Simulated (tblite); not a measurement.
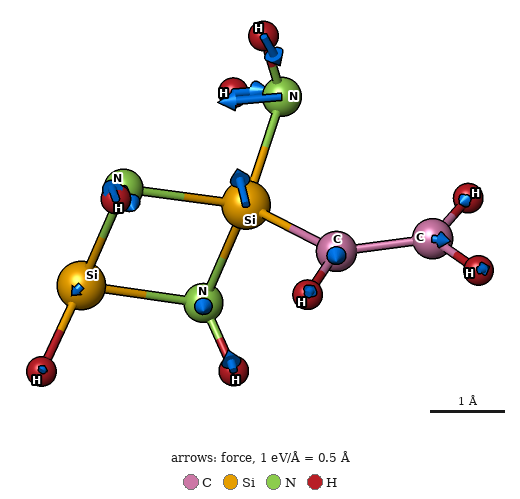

Starting geometry of C₂H₈N₃Si₂ (multiplicity 2) with the computed forces as blue arrows. Style: ball-and-stick. Shown at a tilt.

All numbers below come from tblite 0.8.0, GFN2-xTB geometry optimisation, gas phase. 

Q: Is this structure relaxed? If not, where do the atoms go?

A: It isn't relaxed: the largest force vector, on an N atom, is 1.80 eV/Å. The final displacements follow the starting forces only in part (cosine between the two patterns 0.40). The largest move after the best rigid fit is that of an H atom, 0.93 Å. Largest moves by element: H 0.93 Å, N 0.31 Å, Si 0.31 Å, C 0.14 Å. Some distances before and after: N–Si 1.786 → 1.723 Å, H–N 1.050 → 1.007 Å, C–Si 1.832 → 1.875 Å, N–Si 1.781 → 1.742 Å. Bond angles that change, for instance: Si–N–H 115.0° → 131.7°, Si–N–H 115.6° → 130.7°, Si–N–H 116.8° → 131.6°. Groups turn about N–Si by about 30°. Over 89 geometry steps the energy falls by 16.7 kcal/mol. Cost: 0.53 s on 1 thread of Arm Neoverse V2 (shared host).
